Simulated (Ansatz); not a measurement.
## Run report: Si2H8SO, nudged elastic band (part 2 of 2)

Si2H8SO; RKS PBE0-D4/6-31G* (Ansatz 0.2.0). The run did not end well. It belongs to a series of runs on one base structure; here: band between the two ends.

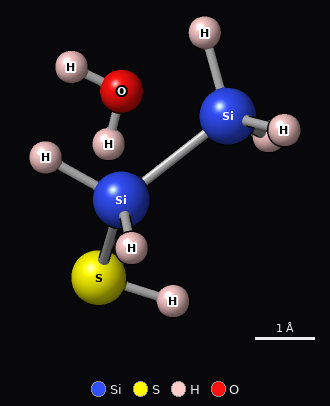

Figure 1. The input geometry (ball-and-stick view, seen at a tilt).

```
Unfinished report: {"positions_ang":[[-0.39736287597693376,-0.7574885857458927,0.2830382855733389],[1.7331907143857666,0.49880914611895855,1.1504096876773648],[-1.2307897837824093,-1.7782637874980671,-0.4624479317793612],[-0.47696432588409243,-1.2465806940868898,1.6836044637482945],[-1.2902855359999512,1.3249879643744515,-0.2555935323881588],[1.835691215520408,-0.9510331655893055,-0.05022290798991787],[1.0917662452007262,-1.4241747519182142,-0.6442827574540441],[1.976931699557954,1.3784730627339103,0.1577614262820005],[-0.4160630239239263,1.9514939319087459,-1.2886742591570972],[-2.668445332216606,1.2126990944039562,-0.8211975578463746],[-1.3138919873842063,2.1847909310248794,0.9565002355589453],[1.156222000503271,-2.3937131357265313,-0.7089941522249884]],"unchecked":["starts","cluster_reference","orbital_swaps","neighbouring_geometries","increment"],"mean_field":{"relativity":"none","state":{"energy":{"ev":-28752.90939802069,"hartree":-1056.6499309552805},"converged":true,"gradient_ev":0.000012167305049453407,"stability":{"kind":"minimum","curvature_ev":30.291913019989394},"curvature_floor_ev":0.00030000000000000003,"spin_squared":-4.263256414560601e-14},"others":[],"fillings":{"estimated":0,"unestimated":0,"tried":0,"untried":0,"excluded_magnetic_sites":0},"n_dropped_functions":0,"n_trapped_functions":0,"passes":{"evaluations":3,"products":20},"factors":{"origin":"Cholesky decomposition","count":928,"bound_ev":0.0006768129496558155},"gradient_stop_ev":0.00009,"reference_kind":"stationary","functional":{"name":"PBE0","citations":["Adamo & Barone, J. Chem. Phys. 110, 6158 (1999) doi:10.1063/1.478522","Perdew, Burke & Ernzerhof, Phys. Rev. Lett. 77, 3865 (1996) doi:10.1103/PhysRevLett.77.3865"],"text":"name \"PBE0\"\ncite \"Adamo & Barone, J. Chem. Phys. 110, 6158 (1999) doi:10.1063/1.478522\"\ncite \"Perdew, Burke & Ernzerhof, Phys. Rev. Lett. 77, 3865 (1996) doi:10.1103/PhysRevLett.77.3865\"\nparent pbe\nparameter a = 0.25\nparameter kappa = 0.804\nparameter beta = 0.06672455060314922\nexchange = (1 - a)*pbe_x(kappa = kappa, mu = beta*pi^2/3) + a*exact_x\ncorrelation = pbe_c(beta = beta)\n","parameters":{"a":{"value":0.25,"default":0.25},"beta":{"value":0.06672455060314922,"default":0.06672455060314922},"kappa":{"value":0.804,"default":0.804}},"final_grid":{"core_spheres":13.0,"valence_spheres":11.0,"degree":36.0},"final_grid_parameter_source":"default","radial_points_factor":1.0,"radial_grid_error_ev":3.235511906987185e-7,"grid_sensitivity":"normal","grid_sensitivity_ratio":0.001870803151768979},"unsmoothed_excess_ev":-0.000029587069052494344,"symmetry":{"irreps":["A"],"axes":[[0.9994671198018762,-0.005838620764632346,-0.03211521356784888],[0.00327979655394613,0.996856581333902,-0.0791593278511757],[0.03247644330136021,0.07901181404607795,0.9963445256896036]],"occupied":[{"A":30},{"A":30}]},"held":{"pivots":928,"left_out":0,"joined":0},"density_repulsion":{"missed_ev":0.0000769378041306736,"excess_ev":0.0,"most_excess_ev":0.000162,"are_drawn_again":false,"n_first_factors":928,"energy_change_ev":0.0,"n_dropped_ends":0}},"factors":{"origin":"Cholesky decomposition","count":928,"bound_ev":0.0006768129496558155},"n_frozen":0,"n_occupied":[30,30],"n_virtual":[58,58],"reference":{"ev":-28752.90939802069,"hartree":-1056.6499309552805},"dispersion":{"energy":{"ev":-0.2525915656157674,"hartree":-0.009282568823666933},"switches_in_reach":[]},"total":{"ev":-28753.161989586304,"hartree":-1056.6592135241042},"forces_ev_per_angstrom":[[-0.03310570258196274,0.027703226309428324,-0.01718493227046561],[0.011854111493162615,-0.005803615008698467,0.02668559224949573],[0.002744183901210279,-0.007247018348929279,0.005339089169027383],[0.011512441111899635,0.00934993404050189,0.0014952137789934362],[-0.0019704974058670326,-0.007384490972462533,0.00811772034570771],[-0.02261672169013548,-0.0038485061952167384,-0.01721070555018572],[0.05008603197524665,-0.0034738755811211646,0.003932242750642636],[-0.013146157738708586,-0.005129005006479791,-0.0052883342363394086],[0.00046692236702924536,-0.005002376552216333,-0.0007718242379951327],[-0.0017525292726747557,0.0040300574628499295,0.00043838004537989487],[0.00043488447857307957,0.003170955809575812,-0.0015493580581298415],[-0.004506966632328604,-0.006365285956543706,-0.004003083978045094]],"charge_distribution":{"dipole_moment_e_ang":[-0.031226305296266896,-0.6185848989624789,-0.5033766349829315],"mulliken_charges_e":[0.37847949587123964,-0.5709548755315055,-0.10533191986633494,-0.014886551164345674,0.15742866677809886,0.41070639736449555,-0.733669185784537,0.12838517955862838,-0.043167562903612344,-0.05134564785617224,-0.01837257449076013,0.4627285780247058],"lowdin_charges_e":[0.15215672475503794,-0.2853286569063016,-0.0958380133268657,-0.045932391521774196,0.10096999166625231,0.27837932315436653,-0.40740414107364487,0.07721406751192761,-0.039115734981007844,-0.05022131436399335,-0.02595987497478447,0.3410800200606593]},"n_threads":2,"memory_gib":2.556818182580173,"seconds":{"hamiltonian":2.678595487,"orbitals":0.0,"second_order":0.0,"solver_start":0.0,"cycles":0.0,"cycle":0.0,"perturbative":0.0,"full_ci_increment":0.0,"forces":0.0}}
this run last wrote the band of iteration 60 to [file]
Error: NEB band did not converge after 60 iterations: max|band force component| = 4.08e-2 eV/Å (threshold 3.0e-2); raise `neb.max_iterations` in a new run, which can start from the last band evaluated (`neb.initial_path`, with `crystal.atoms` and `neb.final_atoms` set to its first and last images), add images, or start from endpoints closer to local minima. Where this run's directory can be resumed (`checkpoint.write`), a resume goes on for up to `neb.max_iterations` more; to start a new run from the last band, take its images' positions from the `neb_iteration` event of iteration 60 (`data.images[].positions_ang`), in the event stream of the run that computed that iteration (not this run's, if it was resumed behind it). With `checkpoint.write`, `steps/00-neb/state/checkpoint.json` in the run directory holds the last saved band, under `neb.evaluated.images[].positions_ang` (a band under a hybrid functional on support functions is neither saved nor resumed: `neb.initial_path` says where its path is): check the last entry of `neb.iterations` there, which is earlier than 60 if that iteration was not saved or its write failed. If the band's step has no `state` directory and holds `state.next`, a write was cut short, and the file is under `state.next` instead (behind a loss of power it can be under `state.prev`)
this run wrote the band of iteration 60 to [file] as well, whether or not its events were kept: a new run's `neb.initial_path` can list its `images[].positions_ang`
a run's events are kept only if it was started with --events-out <file>, and are in that file
```

### The last band as extended XYZ (Å, eV, eV/Å)
```
12
Properties=species:S:1:pos:R:3:forces:R:3 image=0 energy=-28754.23012
Si   -0.5365   -0.7164    0.9644   -0.0202  -0.0096   0.0018
S     1.4882   -0.5831    1.7461    0.0121   0.0065  -0.0065
H    -0.5456   -2.0645    0.3313   -0.0013   0.0034   0.0057
H    -1.4857   -0.7597    2.1160    0.0000   0.0002  -0.0049
Si   -1.0670    1.0080   -0.5314    0.0046   0.0021   0.0026
H     1.8487   -0.3530   -0.7732    0.0199   0.0151   0.0235
O     1.2850   -0.2806   -1.5598   -0.0062  -0.0211  -0.0133
H     1.4538    0.7268    2.0588    0.0026  -0.0044   0.0035
H    -1.4235    0.4896   -1.8769    0.0017  -0.0021   0.0007
H    -2.2758    1.7054    0.0125   -0.0023  -0.0003  -0.0024
H     0.0276    2.0115   -0.5906   -0.0013   0.0033  -0.0002
H     1.2308   -1.1840   -1.8973   -0.0096   0.0069  -0.0104
12
Properties=species:S:1:pos:R:3:forces:R:3 image=1 energy=-28754.17829
Si   -0.4709   -0.4331    1.1027   -0.0007   0.0068   0.0086
S     1.4616    0.1015    1.8685   -0.0039  -0.0057   0.0145
H    -0.4846   -1.7681    0.4301    0.0113  -0.0020   0.0148
H    -1.3311   -0.5497    2.3133   -0.0097   0.0108   0.0102
Si   -1.3214    1.2200   -0.3133   -0.0008  -0.0011   0.0014
H     1.7961   -1.7672   -0.9217   -0.0014  -0.0127  -0.0133
O     1.7591   -0.8682   -1.2731    0.0121   0.0107  -0.0103
H     2.0203    0.2009    0.6437   -0.0024  -0.0172   0.0058
H    -0.4158    1.4228   -1.4809   -0.0005  -0.0079  -0.0037
H    -2.6711    0.8459   -0.8308   -0.0004  -0.0055  -0.0008
H    -1.4342    2.5049    0.4309   -0.0023   0.0048  -0.0091
H     1.0919   -0.9098   -1.9695   -0.0010   0.0191  -0.0182
12
Properties=species:S:1:pos:R:3:forces:R:3 image=2 energy=-28753.16196
Si   -0.3974   -0.7575    0.2830   -0.0331   0.0277  -0.0172
S     1.7332    0.4988    1.1504    0.0119  -0.0058   0.0267
H    -1.2308   -1.7783   -0.4624    0.0027  -0.0072   0.0053
H    -0.4770   -1.2466    1.6836    0.0115   0.0094   0.0015
Si   -1.2903    1.3250   -0.2556   -0.0020  -0.0074   0.0081
H     1.8357   -0.9510   -0.0502   -0.0226  -0.0038  -0.0172
O     1.0918   -1.4242   -0.6443    0.0501  -0.0035   0.0039
H     1.9769    1.3785    0.1578   -0.0131  -0.0051  -0.0053
H    -0.4161    1.9515   -1.2887    0.0005  -0.0050  -0.0008
H    -2.6684    1.2127   -0.8212   -0.0018   0.0040   0.0004
H    -1.3139    2.1848    0.9565    0.0004   0.0032  -0.0015
H     1.1562   -2.3937   -0.7090   -0.0045  -0.0064  -0.0040
12
Properties=species:S:1:pos:R:3:forces:R:3 image=3 energy=-28754.13836
Si   -0.5817   -0.9977    0.0843   -0.0826  -0.1145  -0.1055
S     2.0611    0.5757    1.2557    0.1751   0.0542   0.0147
H    -1.6054   -1.8875   -0.5302   -0.1836  -0.0704   0.0052
H    -0.5474   -1.3078    1.5444    0.0022  -0.0098  -0.0485
Si   -1.2069    1.2367   -0.2988    0.0271  -0.0533   0.0012
H     2.0366   -0.4845    0.3957    0.1049   0.2453   0.2063
O     0.8672   -1.4215   -0.6913   -0.1048  -0.0022  -0.0220
H     2.1086    1.4586    0.2430    0.0595   0.0530  -0.0031
H    -0.2916    1.9149   -1.2615    0.0289  -0.0388   0.0005
H    -2.5781    1.2513   -0.8939    0.0243  -0.0066  -0.0043
H    -1.2498    2.0348    0.9586    0.0315  -0.0665  -0.0012
H     0.9875   -2.3729   -0.8062   -0.0826   0.0097  -0.0433
12
Properties=species:S:1:pos:R:3:forces:R:3 image=4 energy=-28754.27064
Si   -0.8072   -1.1266    0.0164   -0.0327  -0.0160  -0.0163
S     2.4058    0.8232    1.1749    0.0129   0.0057   0.0023
H    -1.8182   -1.8989   -0.7684   -0.0027  -0.0119  -0.0054
H    -0.9538   -1.5465    1.4428   -0.0097  -0.0029  -0.0045
Si   -1.1791    1.1720   -0.2468    0.0237  -0.0058   0.0081
H     2.0278   -0.2213    0.4029    0.0033   0.0112   0.0011
O     0.7358   -1.4743   -0.5600    0.0032   0.0265  -0.0016
H     2.4626    1.6657    0.1282    0.0067   0.0060  -0.0042
H    -0.2267    1.7259   -1.2511   -0.0029   0.0024   0.0015
H    -2.5648    1.3803   -0.7635    0.0036  -0.0153   0.0053
H    -1.0407    1.9125    1.0346    0.0066   0.0056   0.0006
H     0.9586   -2.4120   -0.6101   -0.0119  -0.0055   0.0134
12
Properties=species:S:1:pos:R:3:forces:R:3 image=5 energy=-28754.29556
Si   -0.9166   -1.1479    0.0071   -0.0054  -0.0051  -0.0083
S     2.6470    0.9818    0.9468    0.0033   0.0029  -0.0036
H    -1.7341   -1.8604   -1.0219    0.0030  -0.0016  -0.0072
H    -1.3964   -1.6195    1.3417   -0.0081  -0.0007  -0.0038
Si   -1.1921    1.1614   -0.2223    0.0021   0.0034   0.0073
H     2.0278   -0.1159    0.4547    0.0006   0.0029   0.0012
O     0.7143   -1.5002   -0.2043    0.0047   0.0051   0.0051
H     2.7451    1.5589   -0.2641    0.0025  -0.0007  -0.0061
H    -0.3886    1.6650   -1.3720   -0.0004  -0.0026   0.0010
H    -2.6347    1.4073   -0.5193   -0.0008  -0.0031   0.0041
H    -0.8246    1.9038    1.0112    0.0021   0.0007   0.0023
H     0.9527   -2.4343   -0.1577   -0.0034  -0.0013   0.0080
12
Properties=species:S:1:pos:R:3:forces:R:3 image=6 energy=-28754.30642
Si   -0.9360   -1.1514   -0.0224    0.0028  -0.0075  -0.0013
S     2.7076    1.1424    0.6194    0.0060   0.0056  -0.0283
H    -1.4789   -1.7814   -1.2662    0.0076   0.0075   0.0144
H    -1.7154   -1.7167    1.1224    0.0082   0.0071  -0.0135
Si   -1.2009    1.1663   -0.1214   -0.0081  -0.0133   0.0031
H     2.0374   -0.0221    0.4650   -0.0013  -0.0027  -0.0021
O     0.7011   -1.4985    0.1463   -0.0238  -0.0023  -0.0002
H     2.8681    1.3118   -0.7065   -0.0065  -0.0076   0.0300
H    -0.4199    1.7530   -1.2437    0.0073   0.0057  -0.0120
H    -2.6517    1.4034   -0.3853   -0.0083   0.0032  -0.0018
H    -0.8358    1.8265    1.1585    0.0036   0.0044   0.0108
H     0.9245   -2.4333    0.2338    0.0124  -0.0001   0.0009
```

This output came from the following input.

### The input
```yaml
crystal:
  periodic: [false, false, false]
  atoms:
    - { symbol: Si, position_ang: [-0.536522, -0.716427, 0.96438] }
    - { symbol: S, position_ang: [1.488162, -0.583079, 1.746122] }
    - { symbol: H, position_ang: [-0.545627, -2.064466, 0.331335] }
    - { symbol: H, position_ang: [-1.485673, -0.759725, 2.115959] }
    - { symbol: Si, position_ang: [-1.066993, 1.007963, -0.531407] }
    - { symbol: H, position_ang: [1.84873, -0.353005, -0.773224] }
    - { symbol: O, position_ang: [1.284963, -0.280564, -1.559816] }
    - { symbol: H, position_ang: [1.45381, 0.72682, 2.058835] }
    - { symbol: H, position_ang: [-1.423469, 0.489584, -1.876932] }
    - { symbol: H, position_ang: [-2.27576, 1.705371, 0.012528] }
    - { symbol: H, position_ang: [0.027572, 2.011478, -0.590557] }
    - { symbol: H, position_ang: [1.230806, -1.18395, -1.897322] }
basis:
  gaussian: { orbitals: "6-31G*" }
hamiltonian:
  xc: pbe0
  dispersion: d4
neb:
  order_check: false
  images: 5
  f_tol: 0.03
  max_iterations: 60
  final_atoms:
    - { symbol: Si, position_ang: [-0.93602933, -1.15140593, -0.02243724] }
    - { symbol: S, position_ang: [2.70763743, 1.14241686, 0.61940973] }
    - { symbol: H, position_ang: [-1.47885783, -1.78142915, -1.26618669] }
    - { symbol: H, position_ang: [-1.71544841, -1.71667163, 1.12244409] }
    - { symbol: Si, position_ang: [-1.20092326, 1.16632115, -0.12143511] }
    - { symbol: H, position_ang: [2.03738022, -0.02212449, 0.46496087] }
    - { symbol: O, position_ang: [0.70107945, -1.4985073, 0.14633016] }
    - { symbol: H, position_ang: [2.86807613, 1.31182265, -0.70648845] }
    - { symbol: H, position_ang: [-0.41994757, 1.75302512, -1.24366667] }
    - { symbol: H, position_ang: [-2.65170532, 1.40337155, -0.38528685] }
    - { symbol: H, position_ang: [-0.83577594, 1.82645858, 1.1584872] }
    - { symbol: H, position_ang: [0.92451344, -2.4332774, 0.23376996] }
  initial_path:
    images:
      - { positions_ang: [[-0.536522, -0.716427, 0.96438], [1.488162, -0.583079, 1.746122], [-0.545627, -2.064466, 0.331335], [-1.485673, -0.759725, 2.115959], [-1.066993, 1.007963, -0.531407], [1.84873, -0.353005, -0.773224], [1.284963, -0.280564, -1.559816], [1.45381, 0.72682, 2.058835], [-1.423469, 0.489584, -1.876932], [-2.27576, 1.705371, 0.012528], [0.027572, 2.011478, -0.590557], [1.230806, -1.18395, -1.897322]] }
      - { positions_ang: [[-0.51115595, -0.73324264, 0.79844075], [1.5730051, -0.55541672, 1.72048428], [-0.54065031, -2.10616044, 0.26346177], [-1.36199752, -0.77849251, 2.01197148], [-1.10892696, 1.06089575, -0.54466693], [1.84703683, -0.40505044, -0.55515874], [1.17953072, -0.40650604, -1.38324619], [1.52394251, 0.75877769, 1.93825348], [-1.44859527, 0.63424596, -1.91225449], [-2.3284859, 1.68476128, 0.02409466], [-0.05649351, 2.09737637, -0.56559395], [1.23278924, -1.25118826, -1.79588512]] }
      - { positions_ang: [[-0.4857899, -0.75005827, 0.6325015], [1.65784821, -0.52775445, 1.69484657], [-0.53567362, -2.14785487, 0.19558853], [-1.23832203, -0.79726002, 1.90798397], [-1.15086091, 1.11382849, -0.55792687], [1.84534366, -0.45709587, -0.33709348], [1.07409845, -0.53244809, -1.20667638], [1.59407501, 0.79073537, 1.81767195], [-1.47372154, 0.77890793, -1.94757698], [-2.38121179, 1.66415157, 0.03566133], [-0.14055901, 2.18327473, -0.54063091], [1.23477248, -1.31842651, -1.69444823]] }
      - { positions_ang: [[-0.46042385, -0.76687391, 0.46656225], [1.74269131, -0.50009217, 1.66920885], [-0.53069692, -2.18954931, 0.1277153], [-1.11464655, -0.81602754, 1.80399645], [-1.19279487, 1.16676124, -0.5711868], [1.84365048, -0.50914131, -0.11902822], [0.96866617, -0.65839013, -1.03010657], [1.66420752, 0.82269306, 1.69709043], [-1.49884781, 0.92356989, -1.98289947], [-2.43393769, 1.64354185, 0.04722799], [-0.22462452, 2.2691731, -0.51566786], [1.23675572, -1.38566477, -1.59301135]] }
      - { positions_ang: [[-0.61895901, -0.89505125, 0.30356242], [2.06434001, 0.04741084, 1.31927581], [-0.84675056, -2.05350925, -0.3369187], [-1.31491383, -1.11624223, 1.57681233], [-1.19550433, 1.16661454, -0.42126957], [1.90822706, -0.34680237, 0.07563481], [0.8794706, -0.93842919, -0.637961], [2.06549705, 0.98573626, 0.89589747], [-1.13921439, 1.20005497, -1.73648854], [-2.5065269, 1.56348508, -0.09694362], [-0.42834166, 2.12160159, 0.04238383], [1.13267496, -1.73486898, -0.98408424]] }
      - { positions_ang: [[-0.77749417, -1.02322859, 0.14056259], [2.38598872, 0.59491385, 0.96934277], [-1.16280419, -1.9174692, -0.80155269], [-1.51518112, -1.41645693, 1.34962821], [-1.1982138, 1.16646785, -0.27135234], [1.97280364, -0.18446343, 0.27029784], [0.79027502, -1.21846825, -0.24581542], [2.46678659, 1.14877945, 0.09470451], [-0.77958098, 1.47654004, -1.4900776], [-2.57911611, 1.48342832, -0.24111523], [-0.6320588, 1.97403009, 0.60043551], [1.0285942, -2.08407319, -0.37515714]] }
      - { positions_ang: [[-0.93602933, -1.15140593, -0.02243724], [2.70763743, 1.14241686, 0.61940973], [-1.47885783, -1.78142915, -1.26618669], [-1.71544841, -1.71667163, 1.12244409], [-1.20092326, 1.16632115, -0.12143511], [2.03738022, -0.02212449, 0.46496087], [0.70107945, -1.4985073, 0.14633016], [2.86807613, 1.31182265, -0.70648845], [-0.41994757, 1.75302512, -1.24366667], [-2.65170532, 1.40337155, -0.38528685], [-0.83577594, 1.82645858, 1.1584872], [0.92451344, -2.4332774, 0.23376996]] }
```

Launched with:
```bash
ansatz run input.yaml --threads 2 --pin off --max-ram 3072MiB --backend cpu --events-out ev --progress --plain --runs-dir out
```

### What the run reported

```json
{"quantity": "outcome", "value": "not converged"}
{"quantity": "barrier, forward (band not converged)", "value": "1.068 eV"}
{"quantity": "barrier, backward", "value": "1.145 eV"}
{"quantity": "hardware", "value": "2 threads of Arm Neoverse V1, 24 GiB of memory available, shared host"}
{"quantity": "wall time", "value": "14 min (CPU time 26 min)"}
{"quantity": "peak memory", "value": "0.2 GiB"}
```

### What went wrong

The run did not converge: “NEB band did not converge after 60 iterations: max|band force component| = 4.08e-2 eV/Å (threshold 3.0e-2); raise `neb.max_iterations` in a new run, which can start from the last band evaluated (`neb.initial_path`, with `crystal.atoms` and `neb.final_atoms` set to its first and last images), add images, or start from endpoints closer to local minima …” Its last values are not results.
